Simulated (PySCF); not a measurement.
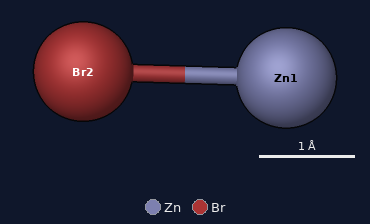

*The structure (ball-and-stick view, seen at an oblique angle; atoms are numbered from 1 in the order of the input). Sticks mark near contacts.*

## Run report: ZnBr, single-point calculation

- system: ZnBr, multiplicity 2
- method: UKS-m06l/sbkjc (PySCF 2.14.0)

**Log**
```
converged SCF energy = -239.488654649608  <S^2> = 0.75187664  2S+1 = 2.0018758
 ** Mulliken pop       alpha | beta **
pop of  0 Zn 3s        0.74330 | 0.73480
pop of  0 Zn 4s        0.66523 | 0.30111
pop of  0 Zn 5s        0.32931 | 0.06844
pop of  0 Zn 6s        0.23553 | 0.25603
pop of  0 Zn 3px       0.81645 | 0.81651
pop of  0 Zn 3py       0.81645 | 0.81651
pop of  0 Zn 3pz       0.82234 | 0.81851
pop of  0 Zn 4px       0.04290 | 0.03870
pop of  0 Zn 4py       0.04290 | 0.03870
pop of  0 Zn 4pz       0.23336 | 0.07927
pop of  0 Zn 5px       0.00284 | 0.00361
pop of  0 Zn 5py       0.00284 | 0.00361
pop of  0 Zn 5pz       0.04540 | -0.00062
pop of  0 Zn 6px       0.18231 | 0.18242
pop of  0 Zn 6py       0.18231 | 0.18242
pop of  0 Zn 6pz       0.18304 | 0.18191
pop of  0 Zn 3dxy      0.65697 | 0.65800
pop of  0 Zn 3dyz      0.65484 | 0.66014
pop of  0 Zn 3dz^2     0.65066 | 0.64295
pop of  0 Zn 3dxz      0.65484 | 0.66014
pop of  0 Zn 3dx2-y2    0.65697 | 0.65800
pop of  0 Zn 4dxy      0.24969 | 0.24992
pop of  0 Zn 4dyz      0.24873 | 0.24923
pop of  0 Zn 4dz^2     0.24698 | 0.24418
pop of  0 Zn 4dxz      0.24873 | 0.24923
pop of  0 Zn 4dx2-y2    0.24969 | 0.24992
pop of  0 Zn 5dxy      0.09334 | 0.09207
pop of  0 Zn 5dyz      0.10166 | 0.09705
pop of  0 Zn 5dz^2     0.10488 | 0.10269
pop of  0 Zn 5dxz      0.10166 | 0.09705
pop of  0 Zn 5dx2-y2    0.09334 | 0.09207
pop of  1 Br 4s        0.87932 | 0.87694
pop of  1 Br 5s        0.07928 | 0.08404
pop of  1 Br 4px       0.73286 | 0.72934
pop of  1 Br 4py       0.73286 | 0.72934
pop of  1 Br 4pz       0.69742 | 0.53568
pop of  1 Br 5px       0.21740 | 0.22299
pop of  1 Br 5py       0.21740 | 0.22299
pop of  1 Br 5pz       0.08395 | 0.07408
In total            14.00000 | 13.00000
 ** Mulliken atomic charges   ( Nelec_alpha | Nelec_beta ) **
charge of  0Zn =      0.11590  (    10.35950      9.52460 )
charge of  1Br =     -0.11590  (     3.64050      3.47540 )
Dipole moment(X, Y, Z, Debye):  0.00000,  0.00000, -2.06738
orbital energies (hartree): [array([-0.2673, -0.2673, -0.1901, -0.0316, -0.0316,  0.0497]), array([-0.3259, -0.2641, -0.2641, -0.1409, -0.0146, -0.0146])]
```

This output came from the following input.

**Input**
```python
from pyscf import gto, dft

mol = gto.M(
    atom='Zn 0 0 0; Br 0 0 2.144',
    basis='sbkjc',
    ecp={'Zn': 'sbkjc', 'Br': 'sbkjc'},
    charge=0,
    spin=1,
    symmetry=True,
    verbose=3,
)
mf = dft.UKS(mol, xc='m06l')
mf.kernel()
mf.mulliken_pop()
mf.dip_moment()
print('orbital energies (hartree):', [e[max(0, n-3):n+3].round(4) for e, n in zip(mf.mo_energy, mol.nelec)])
```

Launched with:
```bash
OMP_NUM_THREADS=1 python input.py
```

**Summary**

| quantity | value |
| --- | --- |
| outcome | converged |
| SCF energy | −239.488655 hartree |
| ⟨S²⟩ | 0.752 |
| dipole moment | 2.07 D |
| hardware | 1 CPU thread, shared host |
| wall time | 2.7 s |
